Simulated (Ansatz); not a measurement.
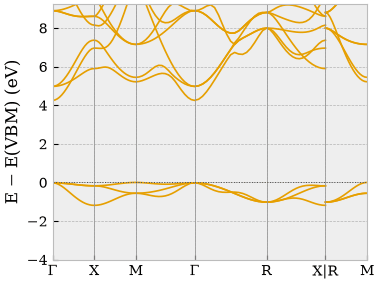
Fig. 1. Band structure from PBE in the plane-wave PAW code Ansatz

### Question
Read off the gap and where the band edges lie.

### Answer
About 4.3 eV (4.25 eV by a search for the band edges); maximum at M, minimum at Γ.

The material is CsBr (CsCl type, Pm-3m).

Symmetry was held in the PBE relaxation. Scalar-relativistic: spin–orbit coupling is off unless named, which matters more the heavier the elements.

Potentials: the later of the program's two PAW sets.
